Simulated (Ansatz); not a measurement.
# NCO (nco radical): UCAM-B3LYP/STO-3G

Aim: the electronic atomisation energy of NCO (nco radical) at UCAM-B3LYP/STO-3G, from 4 runs. 

Program for the calculation: Ansatz 0.2.0.

## 1. The molecule

NCO: 3 atoms, total charge 0, spin state doublet. SMILES: `[N]=C=O`. Geometry: relaxed at PBE0-D4/def2-TZVP.

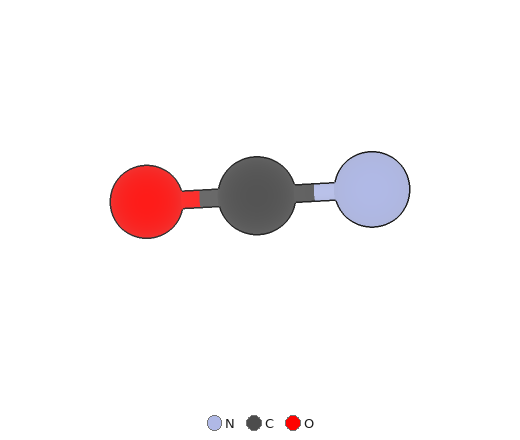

The structure, seen from a chosen angle (nitrogen light blue, carbon dark grey, oxygen red).

## 2. The energy at UCAM-B3LYP/STO-3G

File job.yaml:

```yaml
crystal:
  periodic: [false, false, false]
  atoms:
    - {symbol: "N", position_ang: [0.968200, 0.423100, 0.579200]}
    - {symbol: C, position_ang: [-0.013800, -0.006000, -0.008300]}
    - {symbol: O, position_ang: [-0.954400, -0.417100, -0.571000]}
basis:
  gaussian:
    orbitals: STO-3G
magnetization:
  spin_polarized: true
  initial_magnetization: 1
hamiltonian:
  xc: {name: CAM-B3LYP}
accuracy: high
```

On the command line:

```bash
$ ansatz run job.yaml --threads 1 --pin off --max-ram 2610MiB --events-out events.jsonl --progress --plain --runs-dir runs
```

What it wrote:

```text
Warning: RAYON_NUM_THREADS=1 ignored (pool sized by the plan → 1); use --threads N
Functional definition: CAM-B3LYP
  name "CAM-B3LYP"
  parameter alpha = 0.19
  parameter beta = 0.46
  parameter omega = 0.33/bohr
  parameter ac = 0.81
  exchange = (1 - alpha - beta)*b88_x + beta*b88_x_sr(omega) + alpha*exact_x + beta*exact_x_lr(omega)
  correlation = (1 - ac)*vwn5_c + ac*lyp_c
251 factors; integrals over basis functions are off by at most 2.2e-8 eV
127 factors; integrals over basis functions are off by at most 7.7e-10 eV
mean field evaluation 1: about -4504.9059 eV, gradient 2.1e1 eV
mean field evaluation 2: about -4503.3865 eV, gradient 2.8e1 eV
mean field evaluation 4: about -4507.5315 eV, gradient 1.5e0 eV
mean field evaluation 8: about -4507.5223 eV, gradient 3.7e-2 eV
mean field evaluation 16: about -4507.5224 eV, gradient 1.7e-5 eV
mean field evaluation 32: about -4507.5224 eV, gradient 1.1e-6 eV
mean field -4507.52238276 eV, -165.6483922580 hartree, gradient 1.3e-8 eV, S^2 0.776201; 3 other end points of the search recorded, 0 dependent functions left out
reference -4507.52239089 eV, -165.6483925570 hartree; 11, 10 occupied and 4, 5 virtual orbitals, 251 factors
Total energy: -4507.52239089 eV, -165.6483925570 hartree
```

Wall time 12 s (1 thread of Intel Xeon Platinum 8375C at 2.90GHz (Ice Lake), shared host); peak memory 0.12 GiB.

## 3. The C atom at the same level

File run.yaml:

```yaml
crystal:
  periodic: [false, false, false]
  atoms:
    - {symbol: C, position_ang: [0.000000, 0.000000, 0.000000]}
basis:
  gaussian: {orbitals: STO-3G}
magnetization: {spin_polarized: true, initial_magnetization: 2}
hamiltonian: {xc: {name: CAM-B3LYP}}
accuracy: high
```

Run the same way, it converges to -37.32769 Eh (log not shown).

## 4. The N atom at the same level

File in.yaml:

```yaml
crystal:
  periodic: [false, false, false]
  atoms:
    - {symbol: "N", position_ang: [0.000000, 0.000000, 0.000000]}
basis:
  gaussian: {orbitals: STO-3G}
accuracy: high
magnetization: {spin_polarized: true, initial_magnetization: 3}
hamiltonian: {xc: {name: CAM-B3LYP}}
```

Run the same way, it converges to -53.86224 Eh (log not shown).

## 5. The O atom

File input.yaml:

```yaml
crystal:
  periodic: [false, false, false]
  atoms:
    - symbol: O
      position_ang: [0.000000, 0.000000, 0.000000]
basis:
  gaussian:
    orbitals: STO-3G
accuracy: high
magnetization:
  spin_polarized: true
  initial_magnetization: 2
hamiltonian:
  xc: {name: CAM-B3LYP}
```

Run the same way, it converges to -74.00745 Eh (log not shown).

## 6. Results

Level: UCAM-B3LYP/STO-3G.

| quantity | value |
| --- | --- |
| molecule: total energy | -165.64839 Eh |
| molecule: ⟨S²⟩ | 0.776 |
| C atom: total energy | -37.32769 Eh |
| C atom: ⟨S²⟩ | 2.000 |
| N atom: total energy | -53.86224 Eh |
| N atom: ⟨S²⟩ | 3.750 |
| O atom: total energy | -74.00745 Eh |
| O atom: ⟨S²⟩ | 2.000 |
| electronic atomisation energy | 12.273 eV |

**Reading.** Taking the molecule apart into free atoms costs 12.27 eV (1184 kJ/mol), before zero-point energy and without spin-orbit coupling. In a minimal basis such a difference can be off by several eV, whatever the method.
